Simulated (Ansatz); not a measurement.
The figure comes from a scan of Y (hcp, Mg type): volume and axial ratio are varied about the relaxed values (subscript 0). Computed with r2SCAN (plane waves to 500 eV, PAW, scalar-relativistic; Ansatz, a first-principles code). k mesh 15×15×8 (Γ-centred), Fermi-Dirac smearing 0.05 eV. E stands for the smeared free energy. With partly filled bands, the response to shear is sensitive to the k mesh, so small differences along c/a are uncertain. The PAW data are Ansatz's earlier set. Y is run without spin polarisation. Y was relaxed with its symmetry unable to fall. ΔE is measured from the relaxed starting cell.

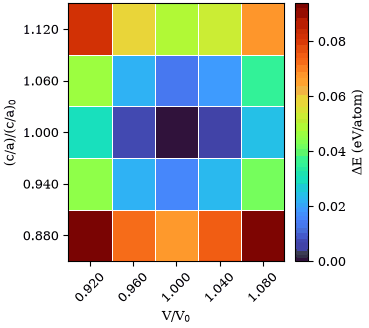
*ΔE (eV/atom), one tile a computed point.*

### Question
Read the plotted values off the figure, to the accuracy that the plot allows.

### Answer
To the nearest 0.01:

ΔE (eV/atom), with V/V₀ across and (c/a)/(c/a)₀ down:

```tsv
(c/a)/(c/a)₀ \ V/V₀	0.920	0.960	1.000	1.040	1.080
0.880	0.09	0.07	0.07	0.07	0.09
0.940	0.04	0.02	0.02	0.02	0.04
1.000	0.03	0.01	0.00	0.01	0.02
1.060	0.05	0.02	0.01	0.02	0.04
1.120	0.08	0.06	0.05	0.05	0.07
```

(Under strain, the slope of the energy per volume gives the stress and its curvature an elastic modulus.)
